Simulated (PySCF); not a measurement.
# WO₃: relaxation and vibrations of the singlet

Where does singlet WO₃ go from a trigonal planar start, is the end point a minimum, and what are its modes, charges and moments?

Method: PBE0, basis W def2-TZVP with ECP60, O def2-TZVP, scalar-relativistic core potentials, no spin–orbit coupling, density fitting; program: PySCF 2.14.0.

## (1) The system as given

4 atoms, charge 0, spin multiplicity 1.

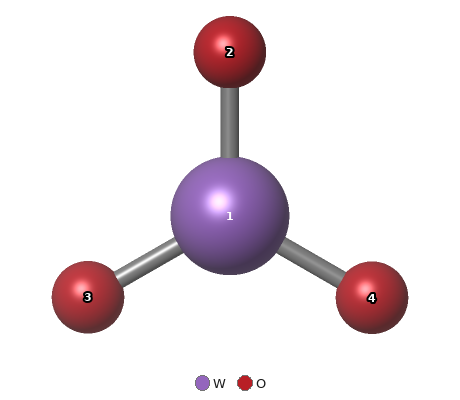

The starting geometry (tungsten purple, oxygen red); atoms are numbered from 1 in the order of the file.

Z-matrix (Å, degrees; charge 0 multiplicity 1):
```
W
O  1 1.7700
O  1 1.7700 2 120.00
O  1 1.7700 2 120.00 3 180.00
```

## (2) Finding the electronic state

One driver script runs all steps and calls PySCF; scf.py shows how it sets up the SCF of each step. The optimiser is the driver's own. After this first run the driver tries any further starts and a stability analysis.

Contents of scf.py:

```python
from pyscf import gto, scf, dft
mol = gto.M(atom='''
W      0.000000     0.000000     0.000000
O      1.770000     0.000000     0.000000
O     -0.885000     1.532900     0.000000
O     -0.885000    -1.532900     0.000000''',
    basis={'W': 'def2-TZVP', 'O': 'def2-TZVP'},
    ecp={'W': 'def2-TZVP'},
    charge=0, spin=0)
mf = dft.RKS(mol, xc='PBE0')
mf.grids.atom_grid = (50, 194)
aux = {'W': 'def2-universal-JKFIT', 'O': 'def2-universal-JKFIT'}
mf = mf.density_fit(auxbasis=aux)
mf.conv_tol = 1e-08
mf.diis_space = 10
mf.max_cycle = 60
mf.init_guess = 'minao'
mf.verbose = 4
mf.kernel()
```

Run with:

```bash
OMP_NUM_THREADS=4 python axn.py task.json out
```

Log:

```text
init E= -272.61382732055
  HOMO = -0.568967063473693  LUMO = -0.297440024344848  gap/eV = 7.38863
cycle= 1 E= -291.641653315868  delta_E=  -19  |g|= 2.21  |ddm|= 8.07
  HOMO = -0.16051153724496  LUMO = -0.130545769308867  gap/eV = 0.81541
cycle= 2 E= -281.377156292068  delta_E= 10.3  |g|=  6.8  |ddm|= 6.46
  HOMO = -0.286187124471392  LUMO = -0.193355544559466  gap/eV = 2.52608
cycle= 3 E= -292.633022297157  delta_E= -11.3  |g|= 0.361  |ddm|= 5.82
  HOMO = -0.368464497361997  LUMO = -0.264889432403823  gap/eV = 2.81842
cycle= 4 E= -292.644962964549  delta_E= -0.0119  |g|= 0.252  |ddm|= 0.411
  HOMO = -0.343030856915008  LUMO = -0.227577452503848  gap/eV = 3.14165
cycle= 5 E= -292.657594528949  delta_E= -0.0126  |g|= 0.0854  |ddm|= 0.155
  HOMO = -0.34598220819895  LUMO = -0.224411325787276  gap/eV = 3.30811
cycle= 6 E= -292.658799397377  delta_E= -0.0012  |g|= 0.0308  |ddm|= 0.0268
  HOMO = -0.346578422615808  LUMO = -0.222696510258793  gap/eV = 3.37100
cycle= 7 E= -292.658975311201  delta_E= -0.000176  |g|= 0.0065  |ddm|= 0.0156
  HOMO = -0.346607295084319  LUMO = -0.222723910833693  gap/eV = 3.37104
cycle= 8 E= -292.658979892869  delta_E= -4.58e-06  |g|= 0.0044  |ddm|= 0.00473
  HOMO = -0.346592566992658  LUMO = -0.222833721311339  gap/eV = 3.36765
cycle= 9 E= -292.658983677228  delta_E= -3.78e-06  |g|= 0.000505  |ddm|= 0.00215
  HOMO = -0.346585201370177  LUMO = -0.222859024940046  gap/eV = 3.36676
cycle= 10 E= -292.658983734943  delta_E= -5.77e-08  |g|= 0.000113  |ddm|= 0.000489
  HOMO = -0.34658315237248  LUMO = -0.222865049272169  gap/eV = 3.36654
cycle= 11 E= -292.658983738333  delta_E= -3.39e-09  |g|= 1.17e-05  |ddm|= 0.000142
  HOMO = -0.346584587195252  LUMO = -0.22286285204099  gap/eV = 3.36664
Extra cycle  E= -292.658983738133  delta_E= 2e-10  |g|= 3.55e-05  |ddm|= 2.33e-05
converged SCF energy = -292.658983738133
```

This step, with its further starts and checks, needed 8.3 s of wall time on 4 threads of Arm Neoverse V1, shared host.

The starts that the driver tried:

```tsv
start	energy (Eh)
the minimal-basis guess	-292.658984
a thermally smeared density	-292.658984
a smeared PBE density	-292.658984
```

No lower closed-shell solution turned up from the other starts or in the test of internal stability.

## (3) Relaxing the singlet from the trigonal planar start

The program finds D3h symmetry in the start, which this walk keeps. The walk stops when the largest gradient is under 0.0003 Eh/bohr and the energy has settled too.

scf.py: that of step 2 with these lines changed.

```diff
@@ -4,3 +4,3 @@
-O      1.770000     0.000000     0.000000
-O     -0.885000     1.532900     0.000000
-O     -0.885000    -1.532900     0.000000''',
+O      1.770020    -0.000000     0.000000
+O     -0.885010     1.532882     0.000000
+O     -0.885010    -1.532882     0.000000''',
@@ -17 +16,0 @@
-mf.init_guess = 'minao'
```

The optimiser's trace:

```tsv
step	energy (Eh)	change (kJ/mol)	largest symmetric gradient (Eh/bohr)
0	-292.658984	0.00	0.04399
1	-292.663208	-11.09	0.02172
2	-292.664247	-13.82	0.00214
3	-292.664258	-13.85	0.00010
4	-292.664258	-13.85	0.00000
```

The walk took 10 s.

Geometry (Å) and forces (eV/Å) at some steps:

```
step 0
W    0.000   0.000   0.000  -0.011   0.000   0.000
O    1.770   0.000   0.000  -2.258   0.000   0.000
O   -0.885   1.533   0.000   1.135  -1.959   0.000
O   -0.885  -1.533   0.000   1.135   1.959   0.000
step 1
W    0.000   0.000   0.000  -0.003   0.000   0.000
O    1.712   0.000   0.000   1.118   0.000   0.000
O   -0.856   1.483   0.000  -0.557   0.967   0.000
O   -0.856  -1.483   0.000  -0.557  -0.967   0.000
step 2
W    0.000   0.000   0.000  -0.005   0.000   0.000
O    1.731   0.000   0.000  -0.109   0.000   0.000
O   -0.866   1.499   0.000   0.057  -0.095   0.000
O   -0.866  -1.499   0.000   0.057   0.095   0.000
step 3
W    0.000   0.000   0.000  -0.004   0.000   0.000
O    1.729   0.000   0.000  -0.004   0.000   0.000
O   -0.865   1.498   0.000   0.004  -0.004   0.000
O   -0.865  -1.498   0.000   0.004   0.004   0.000
step 4
W    0.000   0.000   0.000  -0.005   0.000   0.000
O    1.729   0.000   0.000   0.002   0.000   0.000
O   -0.865   1.498   0.000   0.002   0.000   0.000
O   -0.865  -1.498   0.000   0.002   0.000   0.000
```

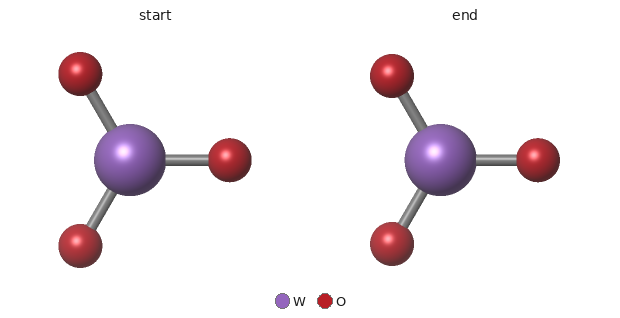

The geometry along the walk, at one scale.

After 4 steps and 13.8 kJ/mol it ends at D3h: W–O 1.729 Å (×3); O–W–O 120.0° (×3).

## (4) Is it a minimum? Harmonic modes

The point is checked on the finer grid, and tightened if its gradient asks for it. The Hessian and the dipole derivatives come from central differences of analytic gradients, with steps of 0.02 bohr.

scf.py: that of step 3 with these lines changed.

```diff
@@ -3,4 +3,4 @@
-W      0.000000     0.000000     0.000000
-O      1.770020    -0.000000     0.000000
-O     -0.885010     1.532882     0.000000
-O     -0.885010    -1.532882     0.000000''',
+W      0.000000    -0.000000     0.000000
+O      1.729205     0.000000     0.000000
+O     -0.864603     1.497536     0.000000
+O     -0.864603    -1.497536     0.000000''',
@@ -11 +11 @@
-mf.grids.atom_grid = (50, 194)
+mf.grids.atom_grid = (75, 302)
@@ -14 +14 @@
-mf.conv_tol = 1e-08
+mf.conv_tol = 1e-10
```

This SCF starts from the last density.

SCF at the final geometry:

```text
init E= -292.66426055969
  HOMO = -0.344119276888005  LUMO = -0.216012590160403  gap/eV = 3.48596
cycle= 1 E= -292.664260559667  delta_E= 2.38e-11  |g|= 1.25e-05  |ddm|= 7.38e-06
  HOMO = -0.344120525815946  LUMO = -0.216010652773345  gap/eV = 3.48605
cycle= 2 E= -292.664260559431  delta_E= 2.36e-10  |g|= 3.77e-05  |ddm|= 2.23e-05
  HOMO = -0.344119606582525  LUMO = -0.21601212119473  gap/eV = 3.48598
cycle= 3 E= -292.664260559696  delta_E= -2.65e-10  |g|= 2.51e-07  |ddm|= 1.68e-05
  HOMO = -0.344119601163243  LUMO = -0.216012120140508  gap/eV = 3.48598
cycle= 4 E= -292.664260559697  delta_E= -1.48e-12  |g|= 4.47e-08  |ddm|= 1.3e-07
  HOMO = -0.344119596221209  LUMO = -0.216012110428558  gap/eV = 3.48598
Extra cycle  E= -292.664260559695  delta_E= 2.44e-12  |g|= 1.25e-07  |ddm|= 8.83e-08
converged SCF energy = -292.664260559695
```

The whole step took 22 s.

Geometry: D3h; W–O 1.729 Å (×3); O–W–O 120.0° (×3).

Modes, for the most abundant isotopes:

```json
{"symmetry": "a2''", "ω (cm⁻¹)": "241i", "IR (km/mol)": "175"}
{"symmetry": "e'", "ω (cm⁻¹)": "300", "IR (km/mol)": "3.8"}
{"symmetry": "e'", "ω (cm⁻¹)": "965", "IR (km/mol)": "553"}
{"symmetry": "a1'", "ω (cm⁻¹)": "1023", "IR (km/mol)": "0.0"}
```

With 1 mode imaginary (up to 241i cm⁻¹) this point is a saddle.

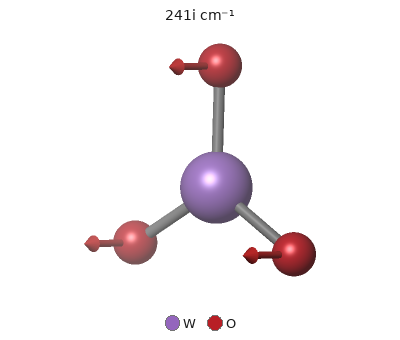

The imaginary mode, as arrows.

Constants and moments:

- Dipole moment: 0.00 D
- Highest occupied level: -9.36 eV
- Lowest empty level: -5.88 eV
- Rotational constants: 0.235, 0.235, 0.1175 cm⁻¹
- Zero-point energy (real modes): 21.3 kJ/mol
- Principal polarisabilities: 30.9, 48.0, 48.0 bohr³
- Atomisation energy without zero-point energy: 1834 kJ/mol
- Principal traceless quadrupole moments about the centre of mass: -7.55, -7.55, 15.10 D Å

Charges (e) and bond orders:

```tsv
atom	Mulliken	Löwdin	polar tensor	Mayer order to W1
W1	1.54	0.98	2.73	–
O2,3,4	-0.51	-0.33	-0.91	1.98
```

Outer orbital energies (eV). occupied: -12.70, -11.90, -11.90, -11.81, -9.92, -9.48, -9.36, -9.36; empty: -5.88, -2.58, -2.58, 0.25.

Mulliken populations on W1 (outside its core potential): s 2.19, p 6.42, d 3.66, f 0.19.

## (5) Following the imaginary mode

The start is the last point, displaced along its most imaginary mode.

The program finds C3v symmetry in the start, which this walk keeps. Threshold on the gradient: 0.0003 Eh/bohr, with a further test on the energy change.

scf.py: that of step 4 with these lines changed.

```diff
@@ -3,4 +3,4 @@
-W      0.000000    -0.000000     0.000000
-O      1.729205     0.000000     0.000000
-O     -0.864603     1.497536     0.000000
-O     -0.864603    -1.497536     0.000000''',
+W     -0.000000    -0.000000    -0.031303
+O      1.729205     0.000000     0.120000
+O     -0.864603     1.497536     0.120000
+O     -0.864603    -1.497536     0.120000''',
@@ -11 +11 @@
-mf.grids.atom_grid = (75, 302)
+mf.grids.atom_grid = (50, 194)
@@ -14 +14 @@
-mf.conv_tol = 1e-10
+mf.conv_tol = 1e-08
```

Steps of the walk:

```tsv
step	energy (Eh)	change (kJ/mol)	largest symmetric gradient (Eh/bohr)
0	-292.667341	0.00	0.01923
1	-292.680853	-35.48	0.03666
2	-292.683908	-43.50	0.04624
3	-292.691521	-63.49	0.00344
4	-292.691728	-64.03	0.00396
5	-292.691748	-64.08	0.00089
6	-292.691749	-64.08	0.00003
```

The walk took 17 s.

Geometry (Å) and forces (eV/Å) at some steps:

```
step 0
W    0.000   0.000  -0.031  -0.002   0.000  -0.989
O    1.729   0.000   0.120  -0.477   0.000   0.327
O   -0.865   1.498   0.120   0.240  -0.414   0.331
O   -0.865  -1.498   0.120   0.240   0.414   0.331
step 1
W    0.000   0.000  -0.243   0.000   0.000  -0.038
O    1.700   0.000   0.191  -1.883   0.000   0.014
O   -0.850   1.472   0.191   0.941  -1.634   0.012
O   -0.850  -1.472   0.191   0.941   1.634   0.012
step 3
W    0.000   0.000  -0.367   0.000   0.000  -0.163
O    1.611   0.000   0.232  -0.178   0.000   0.052
O   -0.806   1.395   0.232   0.089  -0.152   0.055
O   -0.806  -1.395   0.232   0.089   0.152   0.055
step 6
W    0.000   0.000  -0.387   0.000   0.000   0.001
O    1.597   0.000   0.239  -0.003   0.000  -0.002
O   -0.799   1.383   0.239   0.002   0.000   0.001
O   -0.799  -1.383   0.239   0.002   0.000   0.001
```

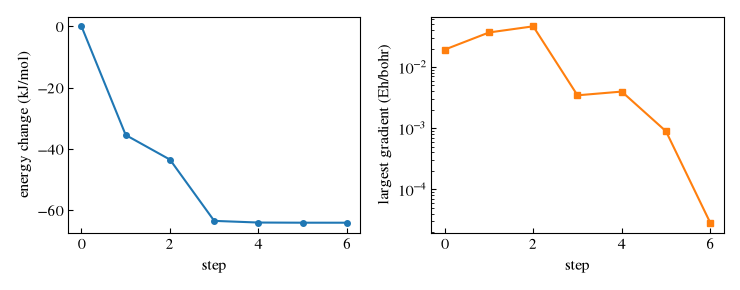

Energy and largest gradient along the walk.

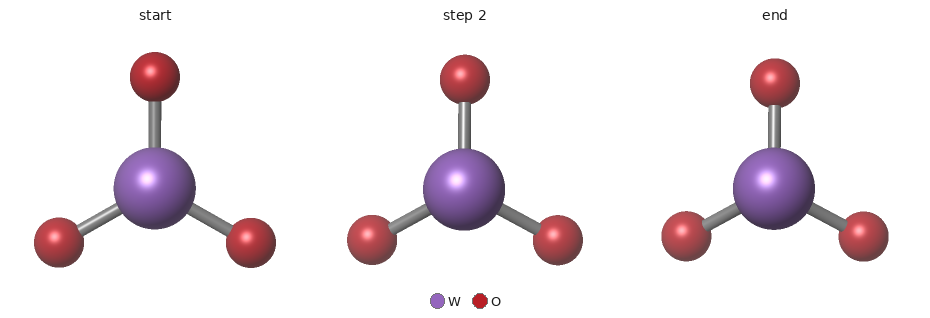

The geometry along the walk, at one scale.

It settles in C3v symmetry, 64.1 kJ/mol below the start, after 6 steps: W–O 1.716 Å (×3); O–W–O 107.5° (×3).

## (6) Is it a minimum? Harmonic modes

The same treatment as at the point before.

scf.py: that of step 5 with these lines changed.

```diff
@@ -3,4 +3,4 @@
-W     -0.000000    -0.000000    -0.031303
-O      1.729205     0.000000     0.120000
-O     -0.864603     1.497536     0.120000
-O     -0.864603    -1.497536     0.120000''',
+W      0.000000     0.000000    -0.129519
+O      1.597397    -0.000000     0.496515
+O     -0.798698     1.383386     0.496515
+O     -0.798698    -1.383386     0.496515''',
@@ -11 +11 @@
-mf.grids.atom_grid = (50, 194)
+mf.grids.atom_grid = (75, 302)
@@ -14 +14 @@
-mf.conv_tol = 1e-08
+mf.conv_tol = 1e-10
```

Log of the central SCF (cycles and frontier levels):

```text
init E= -292.691722052468
  HOMO = -0.327328109545389  LUMO = -0.178830556370283  gap/eV = 4.04082
cycle= 1 E= -292.69172205245  delta_E= 1.82e-11  |g|= 9.91e-06  |ddm|= 6.97e-06
  HOMO = -0.32732909062341  LUMO = -0.17882919599851  gap/eV = 4.04089
Extra cycle  E= -292.691722052284  delta_E= 1.66e-10  |g|= 3.15e-05  |ddm|= 2.17e-05
converged SCF energy = -292.691722052284
```

The whole step needed 25 s of wall time on 4 threads of Arm Neoverse V1, shared host.

Geometry: C3v; W–O 1.716 Å (×3); O–W–O 107.5° (×3).

Modes, for the most abundant isotopes:

| symmetry | ω (cm⁻¹) | IR (km/mol) | μ (u) | type |
| --- | --- | --- | --- | --- |
| a1 | 286 | 24.2 | 18.88 | bend |
| e | 348 | 3.9 | 16.87 | bend |
| e | 970 | 373 | 17.77 | stretch |
| a1 | 1053 | 3.5 | 16.59 | stretch |

Every mode is real; the point is a minimum.

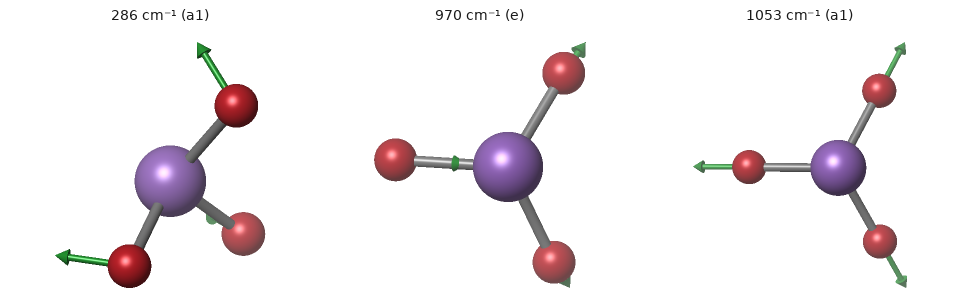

Displacements of 3 of the modes, as arrows (one member where a mode is degenerate).

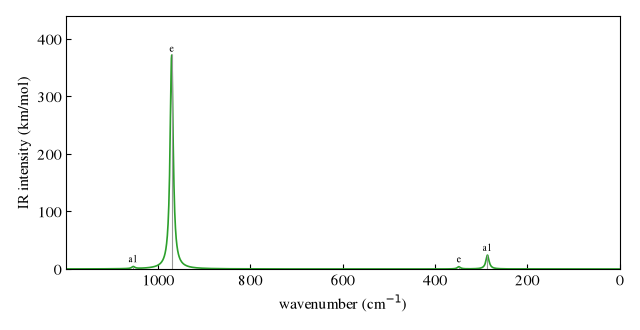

The harmonic infrared spectrum (widths in cm⁻¹). Lines are broadened to a width of 8 cm⁻¹ (Lorentzian).

Constants and moments:

```
Dipole moment                                                   : 5.78 D
Highest occupied level                                          : -8.91 eV
Lowest empty level                                              : -4.87 eV
Rotational constants                                            : 0.2214, 0.2214, 0.1377 cm⁻¹
Zero-point energy                                               : 23.8 kJ/mol
Principal polarisabilities                                      : 27.7, 47.4, 47.4 bohr³
Atomisation energy without zero-point energy                    : 1906 kJ/mol
Principal traceless quadrupole moments about the centre of mass : -5.15, -5.15, 10.30 D Å
Entropy at 298.15 K and 1 bar                                   : 289.5 J/(mol K)
Heat capacity Cp at 298.15 K                                    : 58.4 J/(mol K)
Enthalpy at 298.15 K above 0 K                                  : 13.27 kJ/mol
Rotational symmetry number                                      : 3
```

Charges (e) and bond orders:

```json
{"atom": "W1", "Mulliken": "1.45", "Löwdin": "0.92", "polar tensor": "2.00", "Mayer order to W1": "–"}
{"atom": "O2,3,4", "Mulliken": "-0.48", "Löwdin": "-0.31", "polar tensor": "-0.67", "Mayer order to W1": "2.01"}
```

Outer orbital energies (eV). occupied: -12.26, -11.65, -11.58, -11.58, -9.99, -9.17, -9.17, -8.91; empty: -4.87, -1.98, -1.98, -0.15.

Mulliken populations on W1 (outside its core potential): s 2.36, p 6.26, d 3.76, f 0.18.

## (7) Would spin polarisation lower it?

At the lowest minimum the closed shell is tested against spin polarisation, on the (50, 194) grid. It is stable.

## (8) All stationary points

| spin | group | bonds | imaginary modes (cm⁻¹) | ΔE (kJ/mol) | with zero-point energy |
| --- | --- | --- | --- | --- | --- |
| singlet | C3v | W–O 1.716 Å (×3) | none | 0.0 | 0.0 |
| singlet | D3h | W–O 1.729 Å (×3) | 241i | 72.1 | – |

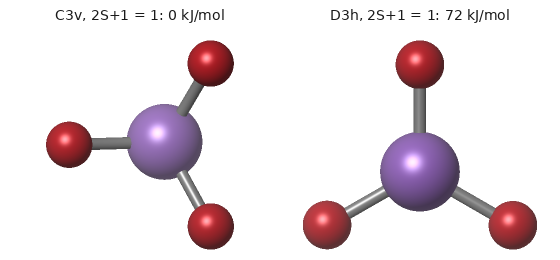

The points, lowest first (tungsten purple, oxygen red).

## (9) Summary of results

```
                                 quantity                                  value
                                  minimum                           singlet, C3v
                                 geometry    W–O 1.716 Å (×3); O–W–O 107.5° (×3)
                       wavenumbers (cm⁻¹)  286 (a1), 348 (e), 970 (e), 1053 (a1)
                            dipole moment                                 5.78 D
     highest occupied, lowest empty level                        -8.91, -4.87 eV
                polar-tensor charge of W1                                +2.00 e
                        zero-point energy                            23.8 kJ/mol
                      entropy at 298.15 K                        289.5 J/(mol K)
atomisation energy (no zero-point energy)                            1906 kJ/mol
```

**Reading.** From D3h at the start the molecule goes to a C3v minimum, after a stop at a saddle point 72.1 kJ/mol higher, from which it was pushed off along an imaginary mode. In the infrared the band at 970 cm⁻¹ (e, stretch) leads. With 5.8 D the molecule is strongly polar. Other starts or spin states, not run here, may lie lower. Spin–orbit coupling, left out here, can matter for elements this heavy.

The search up to here took 85 s.
